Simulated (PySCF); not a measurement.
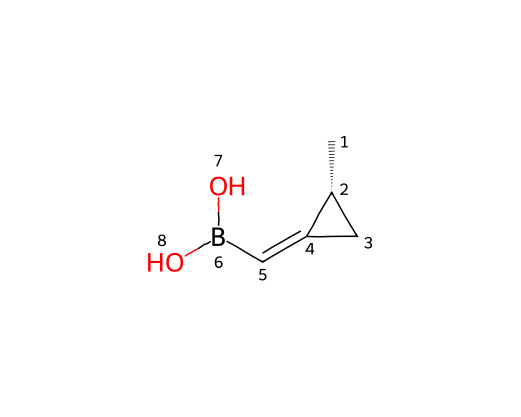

Skeletal drawing with numbered atoms; wedges and dashes mark any stereocentres. The configuration is that of a computed structure (GFN2-xTB).

**Give the R/S and E/Z labels.**

C2: R; C4=C5: Z.

**Write the isomeric SMILES.**

C[C@@H]1C/C1=C/B(O)O
